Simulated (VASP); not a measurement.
Band structure of Zn$_{3}$P$_{2}$ (space group Pn-3m). Computed with r2SCAN meta-GGA, VASP's PBE PAW potentials (set 64) (plane waves; VASP 6.6.1).

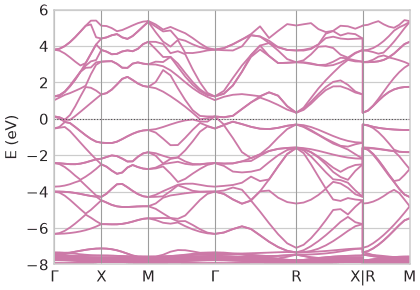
Figure: Bands along high-symmetry lines, zero at the valence-band maximum or, without a gap, the Fermi level

### Question
Read the plot: is there a gap, and where are the band edges?

### Answer
It has no gap at this level: it comes out as a metal or semimetal.

The structure comes from a computed database's Zn3P2 entry (Pn-3m); how it stands against other phases isn't given here. It was relaxed first.
